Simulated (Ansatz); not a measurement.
All values below come from PBE (plane waves to 420 eV, PAW; Ansatz, a program for electronic structure).

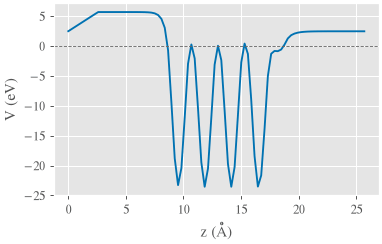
Fig. 1. Plane-averaged electrostatic potential energy along the normal, in eV from the Fermi level, for Ti on the 1x1 (111) surface of fcc Pt, one in a 2x2 cell, started at the site 'hollow Pt-Pt-Pt over Pt at depth 2.3 Å'

Set-up: 17 atoms, 6.9 Å thick at the start under the adsorbate (thin: gaps and levels are the slab's own); mesh 6x6x1; 0.1 eV smearing; dipole correction on; 8 atoms held, the rest relaxed; held to the start's symmetry, so lower structures may exist; spin-polarised, no spin-orbit, no U, no dispersion correction. The starting moment vanished. At the end it is bonded to 3 Pt. In PBE it is, or lies within 0.03 eV of, the lowest of the starts that converged.

Question: The surface cell has an area of 27.30 Å². What dipole along the normal does the step between the two vacuum levels imply?

Answer: the top vacuum level lies 3.22 eV below the bottom one; p = −ε₀ A ΔV (ε₀ = 0.005526 e/(V·Å)) gives 0.49 e·Å a cell.
